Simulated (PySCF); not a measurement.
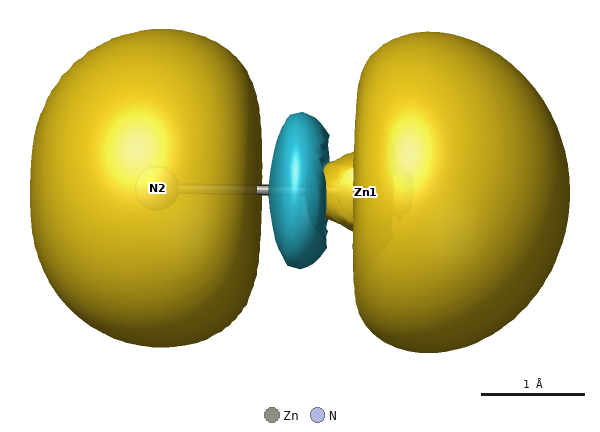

*ZnN (quartet). Isosurfaces of the spin density at +0.015 (yellow) and −0.015 e/Å³ (cyan), seen from one side.*

All numbers below come from PBE0/def2-TZVPPD, non-relativistic Hamiltonian with scalar-relativistic core potentials where named, at a bond length of 2.046 Å in PySCF 2.14.0.

```yaml
atoms:
  - { symbol: Zn, position_ang: [0.0000, 0.0000, -0.3676] }
  - { symbol: N, position_ang: [0.0000, 0.0000, 1.6784] }
```

Q: Where is the unpaired spin?

A: The unpaired spin (3 electrons) lies mostly on N2 (about 2.3) and Zn1 (about 0.7), in electrons by Hirshfeld's partition.
